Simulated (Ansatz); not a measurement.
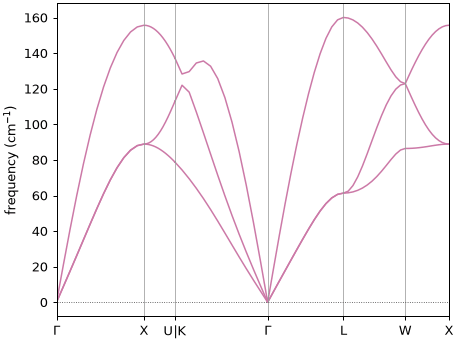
*Phonon dispersion of Au (fcc (Cu type), Fm-3m), plane-wave PAW LDA (Ansatz code); imaginary frequencies are drawn negative*

Problem. Is this phase dynamically stable?

Solution. Yes, on this path no branch is imaginary.

Problem. How high does the spectrum reach?

Solution. About 160 cm⁻¹ (4.8 THz).

The cell was relaxed with LDA under the symmetry of its start. As this level gives no gap, phonon frequencies hold no LO–TO term and depend on the k-mesh and smearing (Fermi–Dirac, 0.1 eV here). Spin–orbit coupling is left out wherever it is not named.

Potentials: the earlier of the program's two PAW sets. The files were generated under PBE; for other functionals the program regenerates the frozen cores, and for LDA and PBEsol the local potential too.
